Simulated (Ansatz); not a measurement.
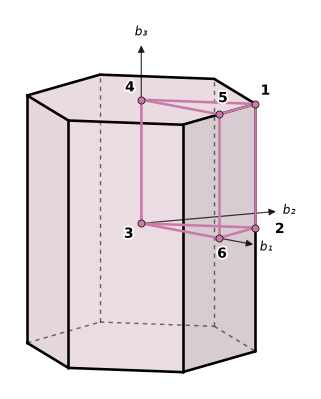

The first Brillouin zone of a primitive hexagonal lattice (hP; extended symbol hP2) is drawn with its special points numbered. Crystal: NaS3, coordinates from a relaxation with Ansatz 0.2.0, DFT PBE, scalar-relativistic, plane waves, PAW; the starting structure was generated, so it need not be a known form of this composition. The drawing is computed from the coordinates (standard cell, symmetry found to 0.002 Å).

a = 5.266 Å, b = 5.266 Å, c = 3.590 Å, α = 90.00°, β = 90.00°, γ = 120.00°.

Labels and path follow the convention of Hinuma et al. (2017), as computed by seekpath; the arrows show the directions of the reciprocal primitive vectors b₁, b₂, b₃, in which coordinates are given.

> Which special point is each number?

```
no.  label      coordinates
  1      H  (1/3, 1/3, 1/2)
  2      K    (1/3, 1/3, 0)
  3      Γ        (0, 0, 0)
  4      A      (0, 0, 1/2)
  5      L    (1/2, 0, 1/2)
  6      M      (1/2, 0, 0)
```
